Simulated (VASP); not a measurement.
Band structure of MgSe (rock salt). Level of theory: modified Becke-Johnson potential (mBJ) with spin-orbit coupling, VASP's PBE PAW potentials (set 64) (plane waves; VASP 6.6.1).

mBJ is a potential without an energy functional, so only the levels count.

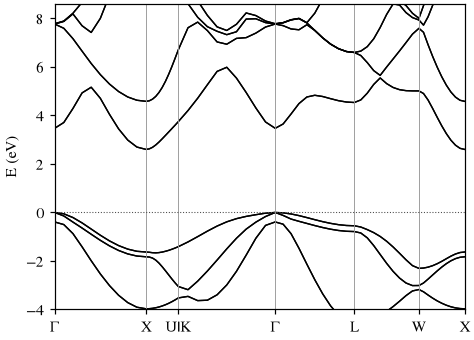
Figure: Bands along high-symmetry lines, zero at the valence-band maximum or, without a gap, the Fermi level

Read the plot: is there a gap, and where are the band edges?

The gap is indirect, 2.60 eV, from the valence maximum at Γ to the conduction minimum at X.

The compound is MgSe in the rock salt structure. It was relaxed first. The cell's shape comes from a PBE relaxation.
